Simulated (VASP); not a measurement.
Band structure of MgB₂ (AlB2 type). All values below come from AM05 GGA, VASP's PBE PAW potentials (set 64) (plane waves; VASP).

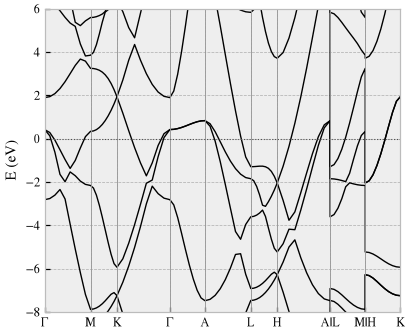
Figure: Bands along high-symmetry lines, zero at the valence-band maximum or, without a gap, the Fermi level

Read the plot: is there a gap, and where are the band edges?

It has no gap at this level: it comes out as a metal or semimetal. (Edges off the drawn lines would not show.)

The compound is MgB2 in the AlB2 type structure. It was relaxed first.
